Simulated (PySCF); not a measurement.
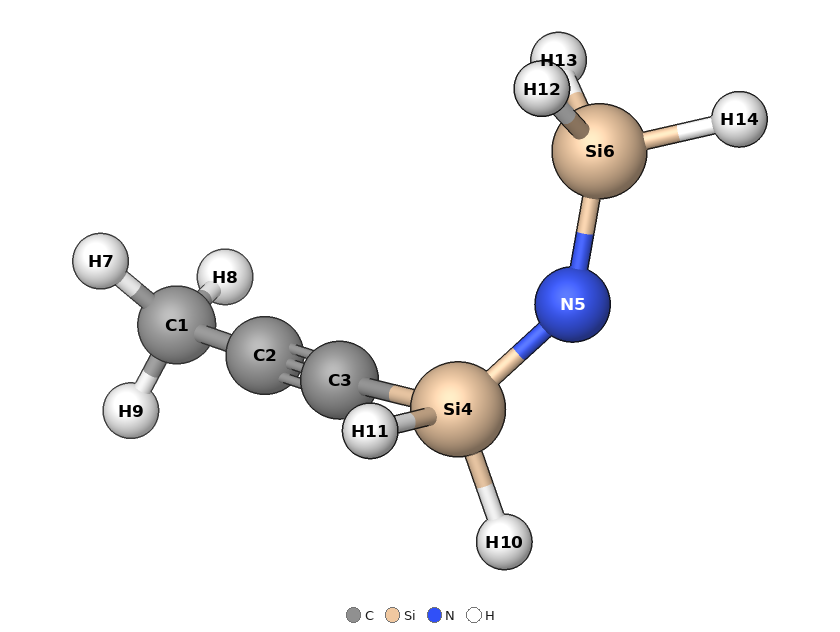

State: charge −1, singlet. The computed structure is the end point of a PBE0-D3(BJ)/def2-SVP optimisation. No frequency run is at hand to confirm it as a minimum. Method: TDDFT PBE0/def2-SVPD, vertical, gas phase, core orbitals frozen in the response (PySCF 2.14.0), and the same with a continuum solvent (IEF-PCM, Bondi radii x 1.2, gas-phase geometry).

How do HOMO–LUMO gap (eV), lowest singlet (eV) change in cyclohexane (ε = 2.0), dichloromethane (ε = 8.9)?

| medium | HOMO–LUMO gap (eV) | lowest singlet (eV) |
| --- | --- | --- |
| gas phase | 5.05 | 4.44 |
| cyclohexane | 5.87 | 4.83 |
| dichloromethane | 6.25 | 5.00 |
